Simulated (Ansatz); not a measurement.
W3N4 (space group Pm-3m), frozen displacement pattern

Starting cell, W$_{3}$N$_{4}$ (space group Pm-3m):

```
W3N4
1.0
    8.43089     0.00000     0.00000
    4.21545     4.21545     0.00000
    0.00000     0.00000     4.21545
N W
8 6
Direct
  0.00000   0.50000   0.50000
  0.50000   0.50000   0.50000
  0.25000   0.00000   0.00000
  0.75000   0.00000   0.00000
  0.75000   0.50000   0.00000
  0.25000   0.50000   0.00000
  0.00000   0.00000   0.50000
  0.50000   0.00000   0.50000
  0.00000   0.50000   0.00000
  0.50000   0.50000   0.00000
  0.75000   0.50000   0.50000
  0.25000   0.50000   0.50000
  0.25000   0.00000   0.50000
  0.75000   0.00000   0.50000
```

The atoms are displaced by Q × the pattern below, of wave vector M = (0.5, 0.5, 0.0), at fixed cell (Q in Å). By its forces on this mesh it is no single normal mode but a mixture. (q is in reciprocal vectors of the primitive cell; the cell shown is doubled to hold the pattern.)

```tsv
atom	x	y	z
N1	0.000	0.000	-1.000
N2	0.000	0.000	1.000
W9	0.000	0.000	-0.057
W10	0.000	0.000	0.057
```

Atoms not listed stay in place.

The numbers are results of PBE (plane waves to 420 eV, PAW, scalar-relativistic; Ansatz, an electronic-structure program), not measurements. k mesh 11×11×11 (Γ-centred), Fermi-Dirac smearing 0.05 eV. The energy includes the smearing's −TS. Compression counts positive. With partly filled bands, energies and forces of such displacements shift with the k mesh and the smearing. Spin-orbit coupling is left out, though W is heavy. W3N4 is run without spin polarisation. W3N4 was relaxed with its symmetry unable to fall. ΔE is measured from the undisplaced structure.

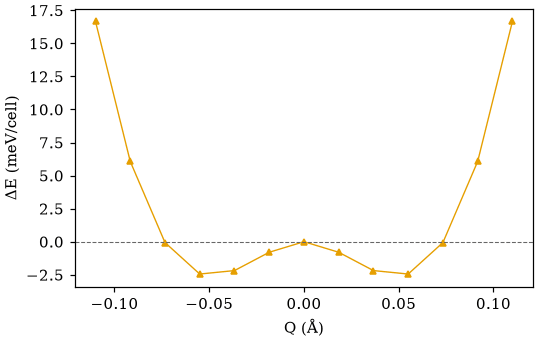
Figure: ΔE (meV/cell) against Q (Å); markers are the computed points, lines only join them.

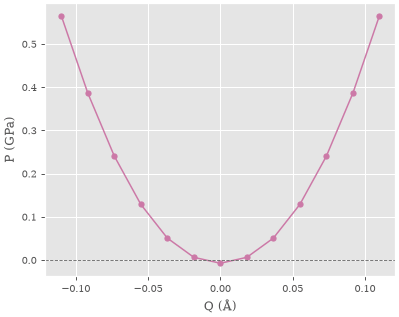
P (GPa) against Q (Å); markers are the computed points, lines only join them.

The depth of the well (fit) comes out as 2.6 meV/cell, cell held fixed and the position of the deepest minimum (fit) is 0.049 Å from zero. The energy at Q = 0.110 Å is 16.7 meV/cell. Space group of the distorted cell: P4/nmm (No. 129), lowered from Pm-3m. Shape of the curve: a double well: the undisplaced structure is a maximum between two minima.

(For displaced atoms, the force is minus the slope of the energy, and its curvature is a force constant, which sets phonon frequencies.)
